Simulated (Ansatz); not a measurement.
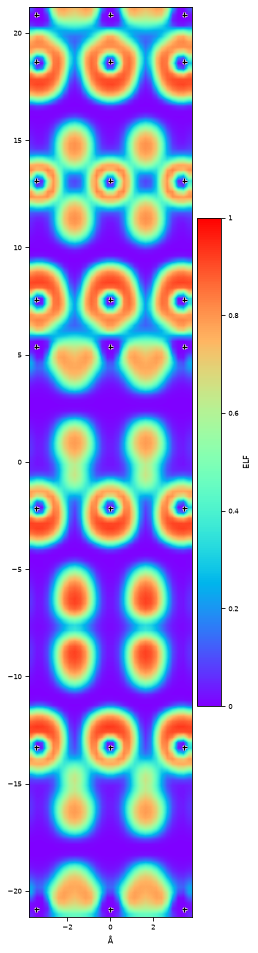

The ELF on a plane through atoms (crosses mark nuclei in the plane).

All numbers below come from Ansatz, DFT PBE, scalar-relativistic, plane waves, PAW.

Candidates:
A. Be$_{2}$S$_{5}$, a = 3.45 Å, b = 3.45 Å, c = 41.71 Å, α = 90.00°, β = 90.00°, γ = 120.00°. Space group R-3m; a generated structure, not necessarily the stable one.
B. MgTi$_{2}$N$_{3}$, a = 3.01 Å, b = 3.01 Å, c = 7.49 Å, α = 90.00°, β = 90.00°, γ = 120.00°. Space group P-3m1; a generated structure, not necessarily the stable one; computed without spin polarisation.
C. MoW$_{4}$, a = 3.18 Å, b = 3.18 Å, c = 15.90 Å, α = 90.00°, β = 90.00°, γ = 90.00°. Space group P4/nmm; a generated structure, not necessarily the stable one; computed without spin polarisation.

Which candidate gave the map?

Answer. Candidate A: Be$_{2}$S$_{5}$ on the (010) plane of the conventional cell, which holds Be and S. Be–S (2.20 Å): the ELF peaks at about 0.85 in the valence shell of S, 1.0 Å from its nucleus, and is about 0.80 at the midpoint.
